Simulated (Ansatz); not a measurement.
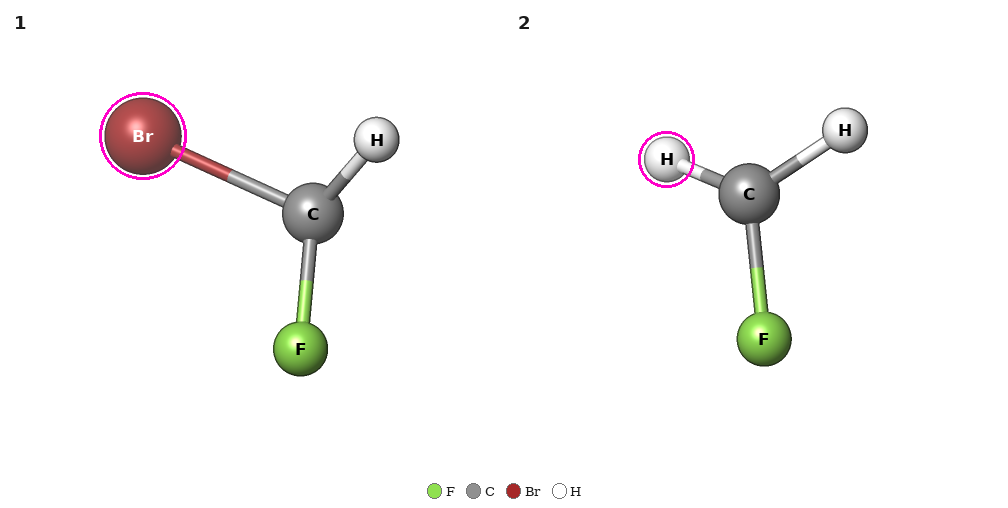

2 molecules with one skeleton, seen from the same side and at one scale; the atom that differs is circled. State: neutral, doublet. Computed geometries: PBE0-D4/def2-TZVP optimisations, one conformation each. Properties computed with Ansatz 0.2.0.

One atom differs, called X below: Br in panel 1, H in panel 2. Their formulas are CHBrF (`F[CH]Br`), CH2F (`[CH2]F`).

**In which is the harmonic zero-point energy higher (PBE0-D4/def2-TZVP)?**

In panel 2 (X = H).

**In which is the length of X–C larger (PBE0-D4/def2-TZVP)?**

In panel 1 (X = Br).

Give the values. With PBE0-D4/def2-TZVP: length of X–C (Å), angle X–C–H (°), dipole moment (D), harmonic zero-point energy (kJ/mol).

```csv
quantity,1 (Br),2 (H),2 − 1
length of X–C (Å),1.863,1.082,−0.781
angle X–C–H (°),116.6,124.6,+8.0
dipole moment (D),1.10,1.30,+0.20
harmonic zero-point energy (kJ/mol),44.5,64.8,+20.3
```
